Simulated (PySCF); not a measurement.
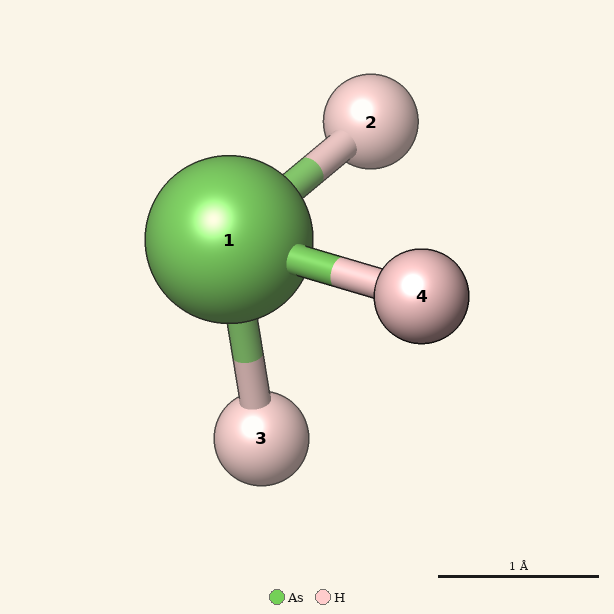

Orthographic view. Depth is shown by fading: the farther an atom, the more it takes the colour of the background. The computed structure is the end point of a GFN2-xTB optimisation. No frequency run is at hand to confirm it as a minimum.

Write a MOL file (V2000) with the atoms in numerical order, bonds sorted by atom number with the orders drawn, and coordinates in the frame of the picture: x right, y up, z towards the viewer, origin at the mean position.

```
AsH3
                    3D

  4  3  0  0  0  0  0  0  0  0999 V2000
   -0.5700    0.2200    0.2400 As  0  0  0  0  0  3  0  0  0  0  0  0
    0.3100    0.9500   -0.7200 H   0  0  0  0  0  0  0  0  0  0  0  0
   -0.3700   -1.0300   -0.5700 H   0  0  0  0  0  0  0  0  0  0  0  0
    0.6300   -0.1400    1.0500 H   0  0  0  0  0  0  0  0  0  0  0  0
  1  2  1  0
  1  3  1  0
  1  4  1  0
M  END
```
